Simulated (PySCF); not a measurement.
**[NO2]− (nitrite): FCI/STO-3G**

Aim: the energy change on altering one bond length of [NO2]− (nitrite) at FCI/STO-3G, from 2 runs. 

The calculation is run with PySCF 2.14.0.

16 further runs of the same task are left out: 7 that didn't finish, 9 set aside as unsound or not needed.

## Step 1: The structure to begin with

The species is [NO2]− (3 atoms), meant as a singlet with charge -1. SMILES: `O=N[O-]`. The coordinates come from a GFN2-xTB relaxation.

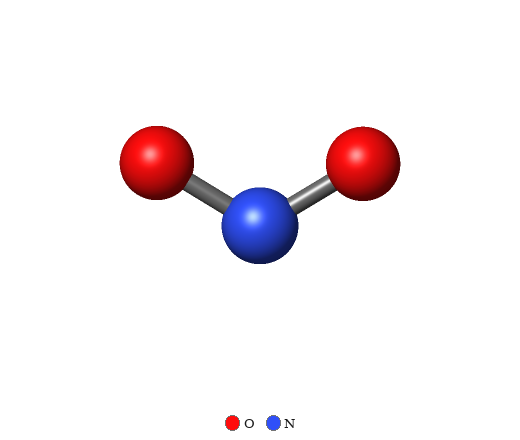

Viewed from a chosen angle; oxygen red, nitrogen blue.

## Step 2: A single-point energy at FCI/STO-3G

start.xyz reads:

```xyz
3
NO2
O      0.332300     1.015250     0.295330
N      0.330220    -0.248730     0.154080
O     -0.662520    -0.766520    -0.449410
```

job.py reads:

```python
from pyscf import gto, scf, mcscf
from pyscf import fci

system = gto.M(
    atom='start.xyz',
    verbose=3,
    charge=-1,
    basis='sto-3g',
    spin=0,
    max_memory=1860,
)

mf = scf.RHF(system)
mf.conv_tol = 1e-10
mf.kernel()
if not mf.converged:
    mf = mf.newton().run(mf.mo_coeff, mf.mo_occ)

cas = mcscf.CASCI(mf, mf.mo_coeff.shape[-1] - 3, (system.nelec[0] - 3, system.nelec[1] - 3))  # full CI above the frozen core
cas.fcisolver = fci.direct_spin0.FCI(system)  # even spin states alone
cas.kernel()
print('<S^2> = %.4f' % cas.fcisolver.spin_square(cas.ci, cas.ncas, cas.nelecas)[0])
etot = cas.e_tot
print(f'total energy: {etot:.8f} hartree')
```

On the command line:

```sh
$ OMP_NUM_THREADS=1 python job.py
```

Log:

```text
converged SCF energy = -201.161873192379
CASCI E = -201.346723635065  E(CI) = -73.9478574538196  S^2 = 0.0000000
<S^2> = 0.0000
total energy: -201.34672364 hartree
```

Run time: 1.4 s. Hardware: 1 thread of Arm Neoverse V2, shared host; peak memory 0.12 GiB.

## Step 3: The distorted shape, same level

mol.xyz reads:

```xyz
3

O      1.126494     1.429483     0.778123
N      1.124414     0.165503     0.636873
O     -0.662520    -0.766520    -0.449410
```

run.py reads:

```python
from pyscf import gto, scf, mcscf
from pyscf import fci

mol = gto.M(
    atom='mol.xyz',
    spin=0,
    max_memory=1860,
    charge=-1,
    basis='sto-3g',
    verbose=3,
)

mf = scf.RHF(mol)
mf.conv_tol = 1e-10
mf.kernel()
if not mf.converged:
    mf = mf.newton().run(mf.mo_coeff, mf.mo_occ)

cas = mcscf.CASCI(mf, mf.mo_coeff.shape[-1] - 3, (mol.nelec[0] - 3, mol.nelec[1] - 3))  # full CI above the frozen core
cas.fcisolver = fci.direct_spin0.FCI(mol)  # even spin states alone
cas.kernel()
print('<S^2> = %.4f' % cas.fcisolver.spin_square(cas.ci, cas.ncas, cas.nelecas)[0])
energy = cas.e_tot
print('Final energy', energy)
```

On the command line:

```sh
$ OMP_NUM_THREADS=1 python run.py
```

Log:

```text
converged SCF energy = -200.980278948392
CASCI E = -201.246466094837  E(CI) = -65.7036245671089  S^2 = 0.0000000
<S^2> = 0.0000
Final energy -201.24646609483727
```

Run time: 2.4 s. Hardware: 1 thread of Arm Neoverse V2, shared host; peak memory 0.12 GiB.

## Step 4: Results

At FCI/STO-3G, 3 core orbitals frozen:

| quantity | value |
| --- | --- |
| first shape: total energy | -201.34672 Eh |
| first shape: HOMO energy (Hartree–Fock orbitals) | 2.71 eV |
| first shape: LUMO energy (Hartree–Fock orbitals) | 17.13 eV |
| first shape: HOMO–LUMO gap (to an unbound level, set by the basis) | 14.43 eV |
| first shape: correlation energy (3 core orbitals frozen) | -184.9 mEh |
| distorted shape: total energy | -201.24647 Eh |
| distorted shape: HOMO energy (Hartree–Fock orbitals) | 4.65 eV |
| distorted shape: LUMO energy (Hartree–Fock orbitals) | 15.35 eV |
| distorted shape: HOMO–LUMO gap (to an unbound level, set by the basis) | 10.70 eV |
| distorted shape: correlation energy (3 core orbitals frozen) | -266.2 mEh |
| energy change with the N2–O3 bond stretched from 1.272 to 2.290 Å | 2.728 eV |

With the N2–O3 bond stretched from 1.272 to 2.290 Å the energy rises by 2.73 eV (263 kJ/mol). The first shape isn't relaxed at this level, so the change isn't measured from a minimum. The minimal basis adds a large error of its own. The HOMO (first shape) lies at positive energy, 2.71 eV: the electron is unbound at this level or held by a compact basis; values depend on the basis. The HOMO (distorted shape) lies at positive energy, 4.65 eV: the electron is unbound at this level or held by a compact basis; values depend on the basis.
